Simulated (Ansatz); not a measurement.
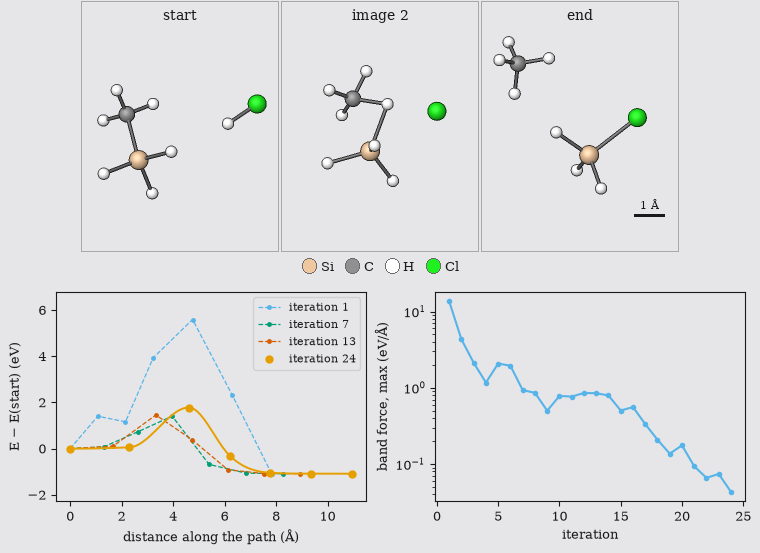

A nudged-elastic-band calculation for CH7ClSi. Images are numbered from 0 (start) to 6 (end). The plot follows the band through its iterations. The picture is a ball-and-stick view, seen at a tilt.

Level of theory: Ansatz 0.2.0, RKS revPBE/6-31G*. Run with 5 movable images; climbing image; force threshold 0.05 eV/Å; iteration limit 60; starting path through a guess of the saddle point.

How did the profile develop, and is the result final?

Answer. The result is final at these settings. The band converged in 24 iterations. The largest component of the band force went from 14 to 0.043 eV/Å. The climbing image converged on the top of the path. Its vibrational analysis gives one imaginary mode (624i cm⁻¹), as a transition state must have. The first iteration put the highest image at 5.59 eV. The highest point, image 2, lies 1.78 eV above the start and 2.87 eV above the end; the end is at −1.08 eV relative to the start.

The run took 3.9 min on 1 thread of Arm Neoverse V2, with other jobs on the host, peak memory 0.1 GiB.
